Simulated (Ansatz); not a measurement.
**Si4Te3 (charge +1, doublet): density, localisation and related maps**

Input

```
crystal:
  periodic: [false, false, false]
  atoms:
    - {symbol: Si, position_ang: [-0.092203, 1.608460, 1.515362]}
    - {symbol: Si, position_ang: [-0.165296, -1.232948, -1.821581]}
    - {symbol: Si, position_ang: [-0.974248, -0.384179, 0.511214]}
    - {symbol: Si, position_ang: [1.447572, -0.208293, -0.287329]}
    - {symbol: Te, position_ang: [-0.142306, 1.661559, -1.264027]}
    - {symbol: Te, position_ang: [-2.400933, -2.041400, -0.563683]}
    - {symbol: Te, position_ang: [2.327405, 0.596800, 1.910045]}
basis:
  gaussian: {orbitals: def2-TZVP, initial_orbitals: start.molden}
total_charge: 1
magnetization: {spin_polarized: true, initial_magnetization: 1}
hamiltonian: {xc: pbe0, dispersion: d4}
scf: {omitted_lower_state_checks: [starts]}
output: {forces: true, orbitals: {seedname: orbitals}}
```

Launched as:

```sh
ansatz run in.yaml --threads 4 --pin off --events-out ev --progress --plain --max-ram 6963MiB
```

Geometry: PBE-D4/def2-SVP; core potentials replace the inner electrons of Te; not at a stationary point (largest force 0.7 eV/Å).

Computed with Ansatz, UKS PBE0-D4/def2-TZVP.

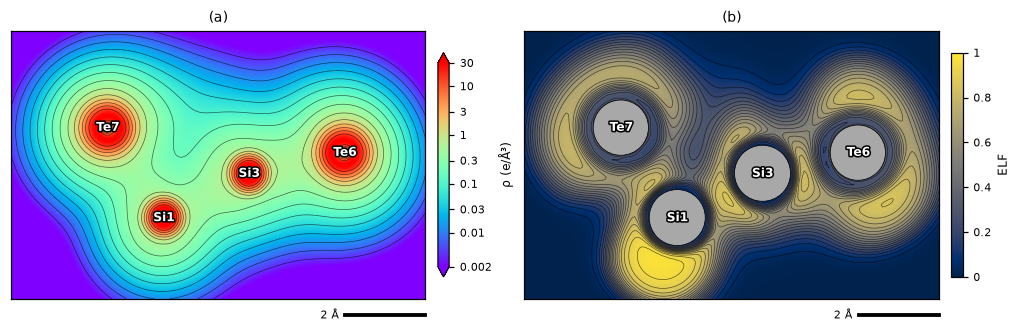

Figure 1. (a) electron density; (b) electron localisation function on the plane of atoms Si1, Si3 and Te6. Grey discs cover the atomic cores in the ELF map.

Q: Describe what can be read from this map.

A: The plane passes through Si and Te nuclei. Si–Si (2.40 Å): the density is about 0.48 e/Å³ at the midpoint; the ELF peaks at about 0.85 between the atoms: a covalent bond. Si–Te (2.44 Å): ρ at the midpoint is about 0.58 e/Å³; the ELF peaks at about 0.80 between the atoms: a covalent bond. Si–Te (2.65 Å): ρ is about 0.44 e/Å³ halfway; the ELF peaks at about 0.80 between the atoms: localised, covalent bonding. The ELF also peaks beside Si1, Te6 and Te7, away from the bonds: non-bonding electrons, paired or unpaired.

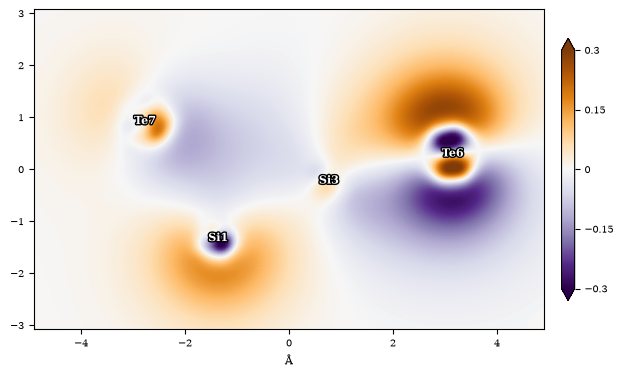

Figure 2. The HOMO−1 (β) on the plane of atoms Si1, Si3 and Te6 (values in Å⁻³ᐟ²; the overall sign is arbitrary).

Q: Describe this orbital and give its energy.

A: Its weight (Hirshfeld) is mainly on Te6 (about 35 %), Te5 (about 15 %), Te7 (about 15 %), Si1 (about 15 %) and Si2 (about 10 %). Its energy is −10.58 eV.

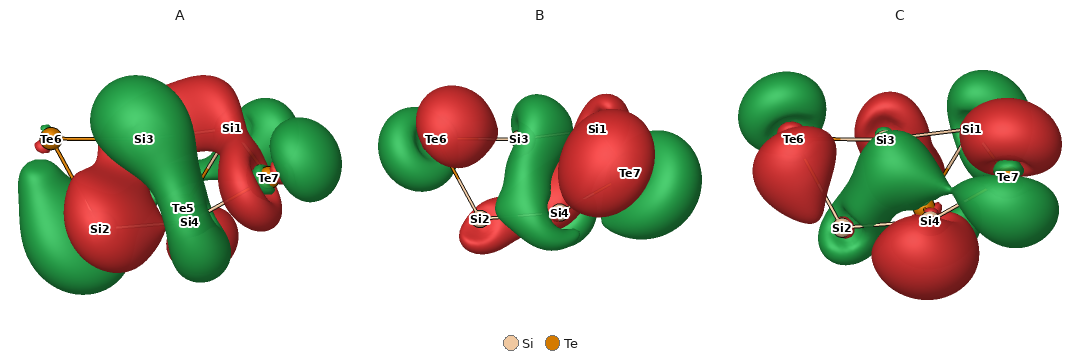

Figure 3. Three frontier orbitals at ±0.06 Å⁻³ᐟ² (green and red are the two phases), in no order.

Q: Order the three orbitals by energy and name them. All are α orbitals.

A: B is the HOMO−1 (α) (−10.38 eV). By Hirshfeld shares it lies mainly on Te7 (about 50 %), Te6 (about 15 %), Te5 (about 10 %), Si3 (about 5 %) and Si4 (about 5 %). C is the HOMO (α) (−9.91 eV). By Hirshfeld shares it lies mainly on Te7 (about 20 %), Si4 (about 20 %), Te6 (about 15 %), Si1 (about 15 %), Te5 (about 15 %) and Si3 (about 10 %). A is the LUMO (α) (−6.96 eV). By Hirshfeld shares it lies mainly on Si2 (about 30 %), Si3 (about 20 %), Te7 (about 15 %), Si4 (about 10 %), Si1 (about 10 %) and Te5 (about 10 %).

Q: What is the gap between the highest occupied and lowest empty α orbitals?

A: 2.95 eV between the orbital energies.
